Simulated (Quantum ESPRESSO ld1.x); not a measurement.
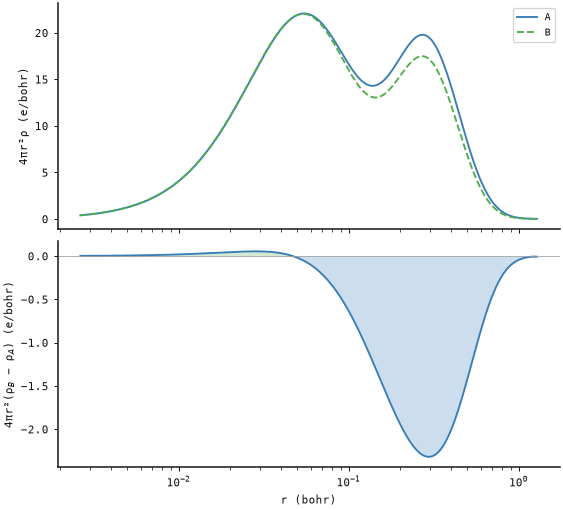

Two charge states of potassium were computed: K¹¹⁺ in [He] 2s2 2p4 (2p1/2: 2, 2p3/2: 2); K¹⁰⁺ in [He] 2s2 2p5 (2p1/2: 2, 2p3/2: 3). Theory: Dirac Kohn-Sham, PBE, spin-unpolarised, spherical densities, point nucleus (computed with Quantum ESPRESSO ld1.x 7.5).

The plot shows both radial densities and the radial density of run B less that of run A; on the logarithmic r axis, areas aren't charges.

**Which run is A and which is B? Where does the charge move?**

A is K¹⁰⁺ in [He] 2s2 2p5 (2p1/2: 2, 2p3/2: 3); B is K¹¹⁺ in [He] 2s2 2p4 (2p1/2: 2, 2p3/2: 2). B holds hardly more charge than A anywhere and 1.0 electrons fewer where it is negative (most at r = 0.30 bohr), a net change of −1. The energy of B less that of A is 570.1 eV.
